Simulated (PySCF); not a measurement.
**C$_{5}$H$_{7}$F, SMILES `F[C@@]12CC[CH]1C2`: what the electrons do**

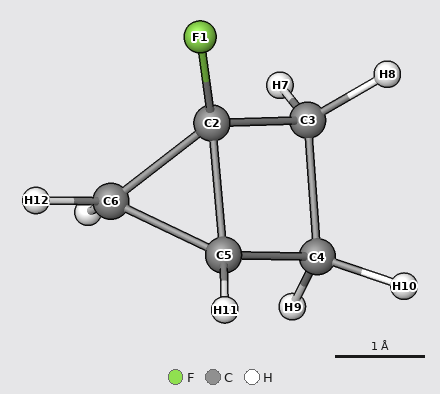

The molecule, with its atoms numbered as below. No frequency check shows the geometry to be a minimum.

Cartesian coordinates (Å):

```
F1      -1.7730    0.5351    0.2871
C2      -0.5276    0.1276   -0.0732
C3       0.5775    1.0969   -0.4502
C4       1.5841    0.1517    0.2466
C5       0.4361   -0.7731    0.6445
C6      -0.2716   -1.2407   -0.6029
H7       0.7130    1.2582   -1.5192
H8       0.4789    2.0564    0.0512
H9       2.3274   -0.3025   -0.4072
H10      2.0835    0.6110    1.0956
H11      0.3540   -1.2901    1.5845
H12     -1.0673   -1.9545   -0.4525
H13      0.2768   -1.3686   -1.5251
```

## 1. Bonding charge

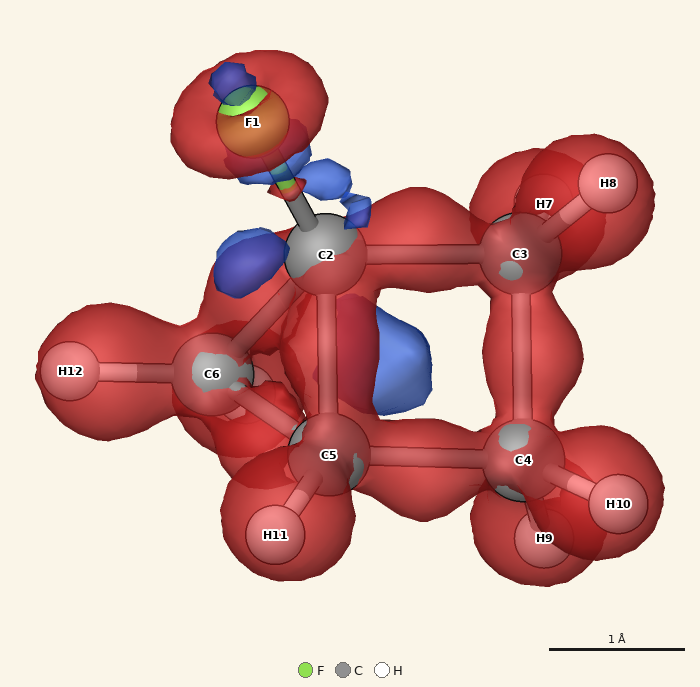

Deformation density (molecule less spherical, spin-averaged free atoms at the same positions), surfaces at ±0.15 e/Å³; red: gain, blue: loss.

Method: PBE0/def2-SVP; geometry: GFN2-xTB; program: PySCF.

Q: Describe the bonding that the map shows.

A: The five largest and four smallest: C5–H11: +0.70 e/Å³ at the bond critical point (bond length 1.08 Å, Mayer order 1.0). C6–H12: +0.70 e/Å³ at the bond critical point (bond length 1.08 Å, Mayer order 0.9). C4–H10: +0.69 e/Å³ at the bond critical point (bond length 1.09 Å, Mayer order 0.9). C6–H13: +0.69 e/Å³ at the bond critical point (bond length 1.08 Å, Mayer order 0.9). C3–H8: +0.69 e/Å³ at the bond critical point (bond length 1.09 Å, Mayer order 0.9). C2–C6: +0.39 e/Å³ at the bond critical point (bond length 1.49 Å, Mayer order 1.0). C2–C5: +0.37 e/Å³ at the bond critical point (bond length 1.50 Å, Mayer order 0.9). C5–C6: +0.32 e/Å³ at the bond critical point (bond length 1.51 Å, Mayer order 0.9). F1–C2: −0.02 e/Å³ at the bond critical point (bond length 1.36 Å, Mayer order 1.1); up to 0.6 Å beside the axis the gain reaches +0.20 e/Å³. In all, 2.9 electrons gather in the regions of gain relative to the promolecule. A small or negative value marks a very polar bond, one between electron-rich atoms, whose free-atom densities already overlap strongly, a long bond to a heavier atom, or a closed-shell contact such as a hydrogen bond.

Q: Where do the Hirshfeld charges lie?

A: The highest Hirshfeld charge is on C2 (+0.09 e), the lowest on F1 (−0.11 e).

| atom | charge (e) |
| --- | --- |
| F1 | −0.11 |
| C2 | +0.09 |
| C3 | −0.07 |
| C4 | −0.06 |
| C5 | −0.05 |
| C6 | −0.10 |
| H7 | +0.04 |
| H8 | +0.05 |
| H9 | +0.04 |
| H10 | +0.04 |
| H11 | +0.05 |
| H12 | +0.05 |
| H13 | +0.04 |

## 2. Bond critical points

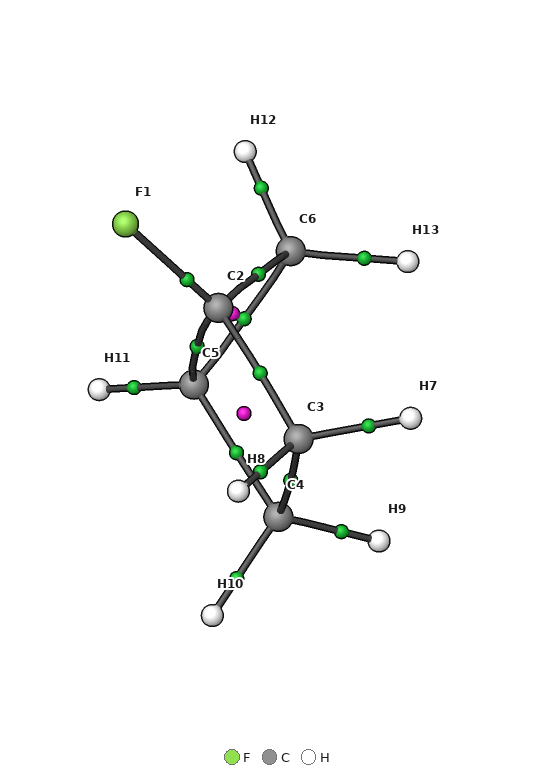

Molecular graph of the electron density (QTAIM): bond paths, bond critical points (green), ring points (magenta, if any); weak paths are dashed.

Q: How many critical points of each kind are there, and does the count close?

A: 13 nuclei, 14 bond, 2 ring and 0 cage critical points: 13 − 14 + 2 − 0 = 1, as the Poincaré–Hopf relation requires.

Q: Tabulate density, Laplacian, ellipticity and energy density at the bond critical points (atomic units).

A:
| bond | length (Å) | ρ (a.u.) | ∇²ρ (a.u.) | ε | H (a.u.) |
| --- | --- | --- | --- | --- | --- |
| C5–H11 | 1.076 | 0.281 | −1.06 | 0.03 | −0.307 |
| C6–H12 | 1.080 | 0.280 | −1.05 | 0.04 | −0.306 |
| C6–H13 | 1.081 | 0.280 | −1.04 | 0.03 | −0.303 |
| C4–H10 | 1.087 | 0.279 | −1.03 | 0.00 | −0.300 |
| C3–H8 | 1.087 | 0.278 | −1.03 | 0.00 | −0.300 |
| C4–H9 | 1.089 | 0.277 | −1.01 | 0.00 | −0.297 |
| C3–H7 | 1.089 | 0.277 | −1.01 | 0.01 | −0.297 |
| C2–C3 | 1.518 | 0.253 | −0.59 | 0.07 | −0.208 |
| C2–C6 | 1.489 | 0.251 | −0.48 | 0.44 | −0.208 |
| F1–C2 | 1.359 | 0.247 | +0.07 | 0.13 | −0.341 |
| C2–C5 | 1.502 | 0.245 | −0.44 | 0.50 | −0.202 |
| C4–C5 | 1.527 | 0.244 | −0.55 | 0.04 | −0.196 |
| C5–C6 | 1.508 | 0.237 | −0.41 | 0.54 | −0.190 |
| C3–C4 | 1.547 | 0.235 | −0.52 | 0.03 | −0.186 |

Q: What kind of interaction is C2–C5?

A: Shared-shell (covalent): ρ = 0.245, ∇²ρ = −0.44, H = −0.202 a.u. Its ellipticity of 0.50 shows that the density isn't cylindrical about the bond.

## 3. Local ionisation energy

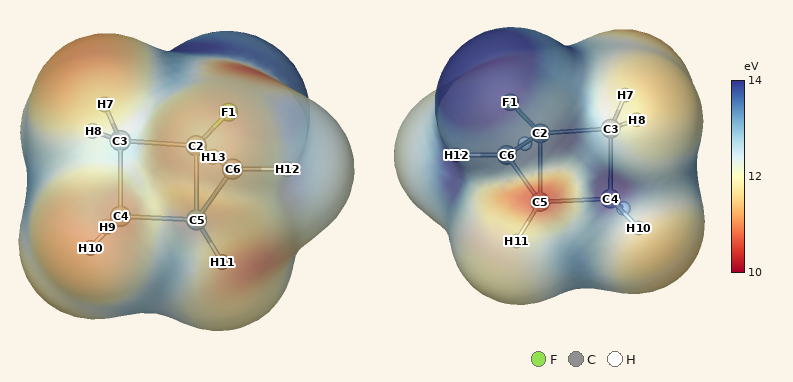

Average local ionisation energy on the surface of electron density 0.001 a.u. (back view left, front view right).

Q: Locate the minima of the map.

A: The lowest value is 10.5 eV, off the C2–C5 bond (2.1 to 2.2 Å from its atoms). Further minima include 10.8 eV, off the C5–C6 bond (2.0 to 2.1 Å from its atoms); 10.8 eV, off the C2–C6 bond (2.0 to 2.1 Å from its atoms); 11.1 eV, 1.4 Å from H7. For comparison, the highest occupied orbital lies at −7.4 eV.

## 4. Excited states

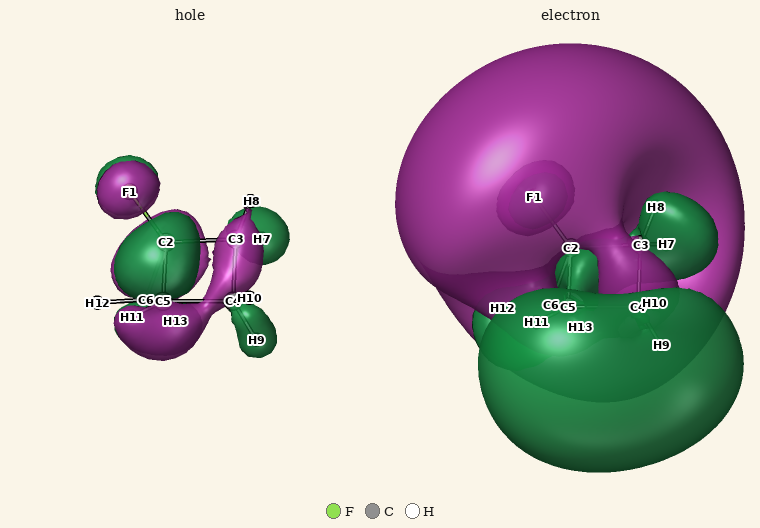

Leading natural transition orbital pair of S₂ (TDA singlet states); the surfaces enclose about 85 % of each orbital's density.

Computed with PySCF, LC-wPBE/6-31+G*, geometry: GFN2-xTB.

Q: Give its energy and the atoms that hole and electron lie on.

A: 8.02 eV (155 nm), f = 0.007, diffuse (Rydberg-like) orbital; the leading pair carries 98 %; hole on C2 (26 %), C5 (21 %) and F1 (17 %), electron on C2 (21 %), C6 (15 %) and C3 (13 %) (atom shares of so diffuse an orbital are rough); their centroids lie 0.9 Å apart. In canonical orbitals it is mainly HOMO → LUMO+2 (51 %). The HOMO–LUMO gap is 12.03 eV.

## 5. Removing or adding an electron

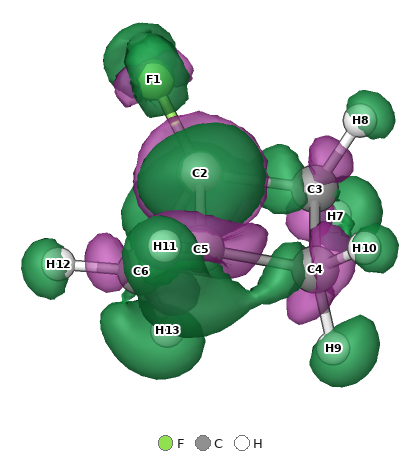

Fukui function f⁻ = ρ(N) − ρ(N−1) at fixed geometry, surfaces at ±0.03 e/Å³ (green positive, purple negative).

Level of theory: HF/6-311+G** (PySCF), at a geometry from GFN2-xTB.

Q: Which atoms respond most to the removal of an electron?

A: f⁻ (Hirshfeld-condensed) is largest on C5 (0.17), C2 (0.15) and F1 (0.10); the vertical ionisation energy is 8.99 eV (the stability of the cation's solution wasn't checked). Condensed values hint at sites of electrophilic attack but needn't mark the atom that reacts. Shares this close don't rank the sites. Orbital relaxation makes it negative in places (0.32 e in all).

| atom | f⁻ | charge |
| --- | --- | --- |
| F1 | +0.10 | −0.14 |
| C2 | +0.15 | +0.06 |
| C3 | +0.05 | −0.06 |
| C4 | +0.05 | −0.06 |
| C5 | +0.17 | −0.07 |
| C6 | +0.09 | −0.08 |
| H7 | +0.06 | +0.04 |
| H8 | +0.04 | +0.05 |
| H9 | +0.05 | +0.04 |
| H10 | +0.04 | +0.05 |
| H11 | +0.07 | +0.06 |
| H12 | +0.05 | +0.06 |
| H13 | +0.07 | +0.05 |

## 6. Stretching a bond

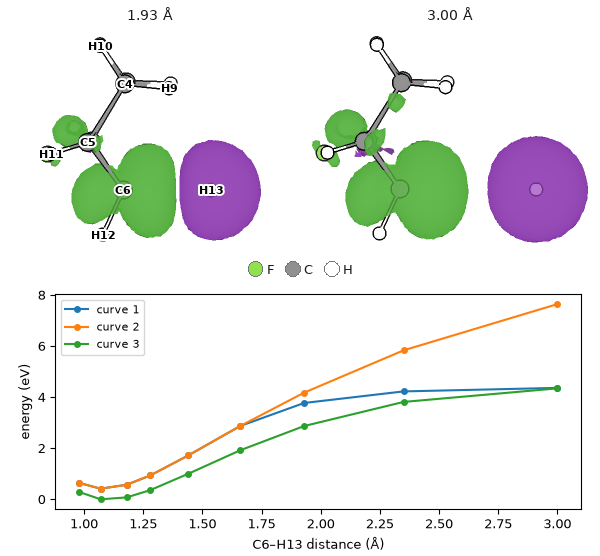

Rigid stretch of the C6–H13 bond. Broken-symmetry UHF spin density at ±0.03 e/Å³ (purple: α, green: β). Below: energies along the scan, from the lowest point of the three curves.

Level of theory: 6-31G* basis (PySCF), at a geometry from GFN2-xTB.

Q: How does the broken-symmetry solution share the spin, and how far is it from a pure singlet?

A: At 3.00 Å excess α spin lies mostly on H13 and excess β on C6; the two could be swapped at no cost. ⟨S²⟩ is 0.55 at 1.93 Å and 0.99 at 3.00 Å, against 0 for a pure singlet and 1 for an equal mix of singlet and triplet.

Q: Which curve is which method?

A: Curve 1 is UHF. Curve 2 is RHF. Curve 3 is CASSCF(2,2). RHF rises too steeply because it keeps both electrons in one orbital and so mixes in ionic fragments.

Q: Where does the UHF solution part from RHF?

A: Between 1.66 Å (⟨S²⟩ = 0, the two coincide) and 1.93 Å (⟨S²⟩ = 0.55); at 3.00 Å ⟨S²⟩ is 0.99 and UHF lies 3.3 eV below RHF.

Q: How much energy does the stretch cost?

A: By CASSCF, 4.3 eV from the lowest point of the scan (1.07 Å) to 3.00 Å; RHF gives 7.2 eV from its own lowest point. The fragments aren't relaxed and dynamic correlation is missing, so this isn't a bond dissociation energy.
